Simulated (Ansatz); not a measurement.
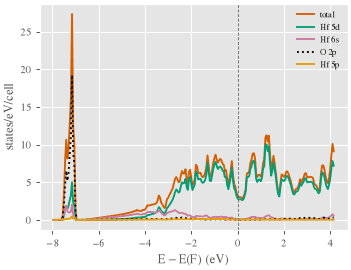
*Total and projected density of states of Hf$_{6}$O in space group P-31m (No. 162; Hf on 6k, O on 1a), PBEsol in the plane-wave PAW code Ansatz*

Problem. Which orbitals carry the states next to the Fermi level?

Solution. Within 0.5 eV of the Fermi level: Hf 5d 89 %. Projections are on Löwdin-orthogonalised atomic valence shells; empty p or d shells of many metals are not among them.

Problem. Where is the tallest occupied peak in this window, and what makes it?

Solution. Near -7.1 eV, about 27 states/eV per cell; the largest projected share is O 2p.

The start of the workflow was typed in or built on a structure type; neither database checked (COD, Materials Project) lists it. Its standing as an ambient phase is unchecked. The PBEsol relaxation kept the symmetry of its start; its stability against distortions is not shown here. The run is not spin-polarised. Scalar-relativistic: spin–orbit coupling is off unless named, which matters more the heavier the elements.

Potentials: the earlier of the program's two PAW sets. The files were generated under PBE; for other functionals the program regenerates the frozen cores, and for LDA and PBEsol the local potential too.
